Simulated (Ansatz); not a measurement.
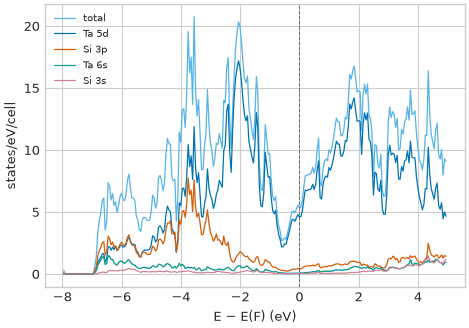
Figure. Total and projected density of states of Ta5Si3 in space group I4/mcm (No. 140; Si on 4a, Ta on 16l, Si on 8h, Ta on 4c), plane-wave PAW LDA (Ansatz code)

Problem. Which orbitals carry the states next to the Fermi level?

Solution. Within 0.5 eV of the Fermi level: Ta 5d 85 %, Si 3p 8 %. Projections are on Löwdin-orthogonalised atomic valence shells; empty p or d shells of many metals are not among them.

Problem. Where is the tallest occupied peak in this window, and what makes it?

Solution. Near -3.5 eV, about 21 states/eV per cell; the largest projected share is Ta 5d.

The workflow started from an entry of the Crystallography Open Database (COD). Its standing as an ambient phase is unchecked. The LDA relaxation kept the symmetry of its start; whether a distortion lowers the energy is not shown. The run is not spin-polarised. Scalar-relativistic: spin–orbit coupling is off unless named, which matters more the heavier the elements.

Potentials: the later of the program's two PAW sets.
